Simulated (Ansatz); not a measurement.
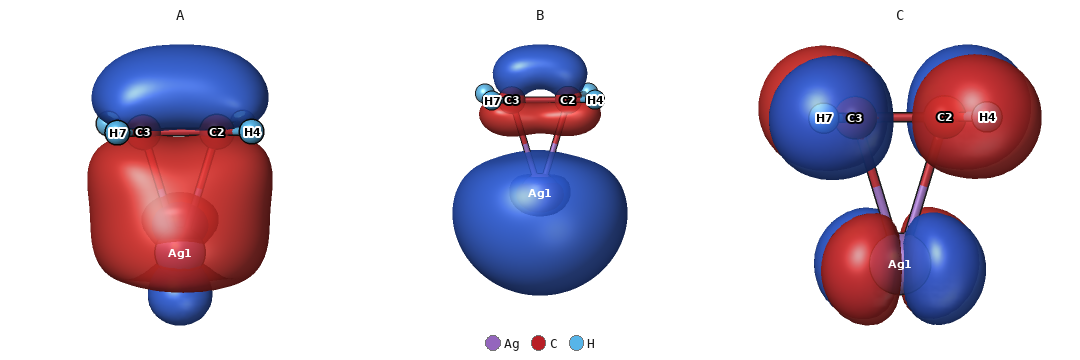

Figure 1: C$_{2}$H$_{4}$Ag (charge +1). Three frontier orbitals at ±0.08 Å⁻³ᐟ² (red and blue are the two phases), in no order.

Geometry: PBE0-D4/def2-TZVP; core potentials replace the inner electrons of Ag.

Method: Ansatz, RKS PBE0-D4/def2-TZVPPD.

The calculation's input:

```
crystal:
  periodic: [false, false, false]
  atoms:
    - {symbol: Ag, position_ang: [-0.008423, 0.049915, -1.956220]}
    - {symbol: C, position_ang: [-0.460258, 0.492149, 0.286773]}
    - {symbol: C, position_ang: [0.462625, -0.506009, 0.257333]}
    - {symbol: H, position_ang: [-0.159936, 1.531050, 0.393049]}
    - {symbol: H, position_ang: [-1.521542, 0.272937, 0.366847]}
    - {symbol: H, position_ang: [0.163028, -1.549046, 0.313106]}
    - {symbol: H, position_ang: [1.524606, -0.290897, 0.339313]}
basis:
  gaussian: {orbitals: "def2-TZVPPD.json"}
total_charge: 1
hamiltonian: {xc: pbe0, dispersion: d4}
output: {orbitals: {seedname: orbitals}}
```

Command:

```sh
ansatz run in.yaml --threads 4 --pin off --events-out ev --progress --plain --max-ram 9574MiB
```

Which picture is the HOMO−1, the HOMO and the LUMO?

Answer. C is the HOMO−1 (−15.60 eV). It lies mainly on Ag1 (about 45 %), C2 (about 15 %), C3 (about 15 %), H4 (about 5 %), H5 (about 5 %), H6 (about 5 %) and H7 (about 5 %). A is the HOMO (−14.12 eV). By Hirshfeld shares it lies mainly on Ag1 (about 45 %), C2 (about 25 %) and C3 (about 25 %). B is the LUMO (−7.82 eV). Its weight (Hirshfeld) is mainly on Ag1 (about 85 %).

What is the HOMO–LUMO gap?

Answer. 6.30 eV between the orbital energies.
